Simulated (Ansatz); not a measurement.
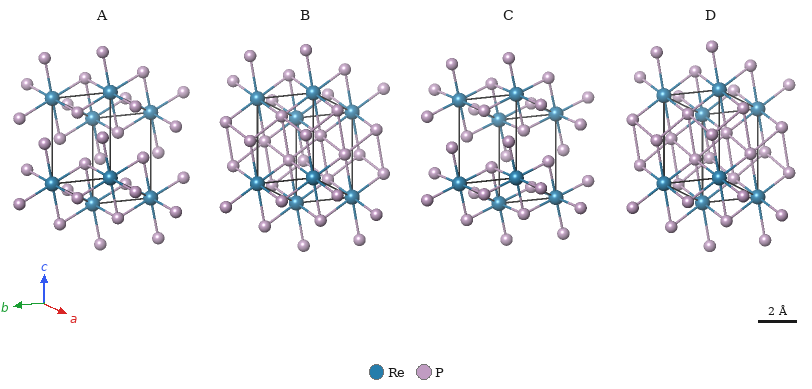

4 geometries from one relaxation of a crystal of ReP$_{2}$ (built on the CdI2 type), in shuffled order. A ball-and-stick model of the cell of the calculation, seen from a free direction.

All numbers below come from DFT PBEsol, scalar-relativistic, plane waves, PAW (Ansatz). Set-up: plane-wave cutoff 420 eV; k-point mesh 12 × 12 × 6; occupations gaussian; smearing width 0.05 eV; no spin polarisation; cell and atoms relaxed; force threshold 0.01 eV/Å; at most 60 steps.

Question: Order the frames from highest to lowest energy.

Answer: C, A, D, B. They are steps 0, 1, 2, 7, at +989 meV per atom, +160 meV per atom, +16.7 meV per atom relative to the last. After 6 accepted moves (7 points after the start) the energy has fallen by 989 meV per atom. The largest force component goes from 8 to 0.0006 eV/Å. Pressure: 59.94 GPa at the start and −0.01 GPa at the end. The SCF was repeated once at an unchanged geometry on a basis and grid sized afresh for the cell, which shifted the energy by 0.1 meV per atom at most. The largest moves relative to the cell, 0.39 Å, are those of P atoms. Re stays in place. Cell: a = b 3.106 → 3.048 Å (−1.8 %), c 5.010 → 5.097 Å (+1.7 %). Volume −2.0 %. Among the contacts that change: P–P 3.064 → 2.481 Å, P–Re 2.193 → 2.429 Å. Among the angles between lasting bonds that change: Re–P–Re 90.2° → 77.7°, P–Re–P 89.8° → 102.3°, P–Re–P 90.2° → 77.7°. The space group stays P-3m1 (No. 164). The run took of the order of 60 core-seconds on a shared host.
